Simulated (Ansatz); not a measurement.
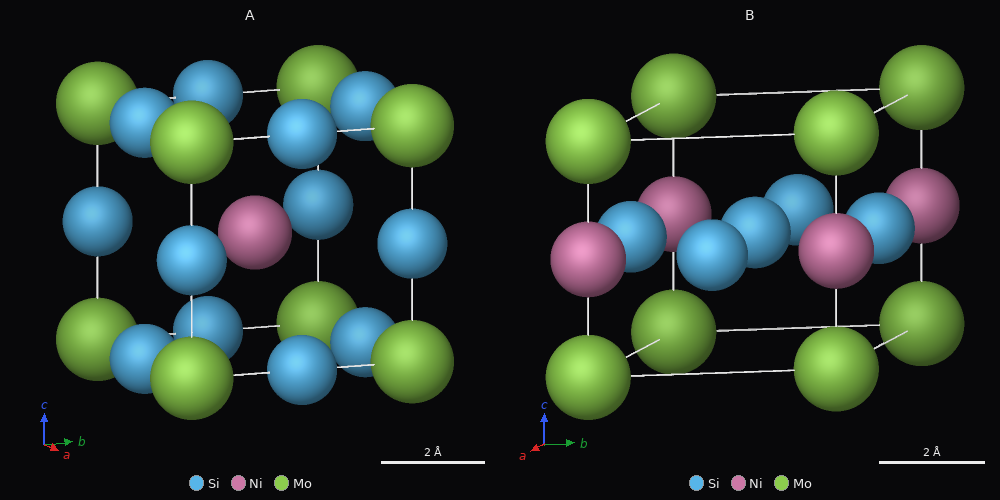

Two structures of Si₃NiMo, each relaxed to rest (conventional cells in solid outline, small ones repeated, not to one scale). Method: DFT PBE, scalar-relativistic, plane waves, PAW in Ansatz 0.2.0, without spin polarisation (spin-restricted runs, not always the ground states).

Question: Describe A and B.

Answer: A: 5 atoms a cell on a primitive cubic lattice, Pm-3m. B: 5 atoms a cell on a primitive hexagonal lattice, P6/mmm.

Question: Which structure wins energetically, and by what margin?

Answer: A is lower, by 221 meV/atom at this level of theory (energies at zero smearing). Volumes: A 20.4, B 18.3 Å³/atom.

One or both may be structure types tried for this composition rather than known phases.
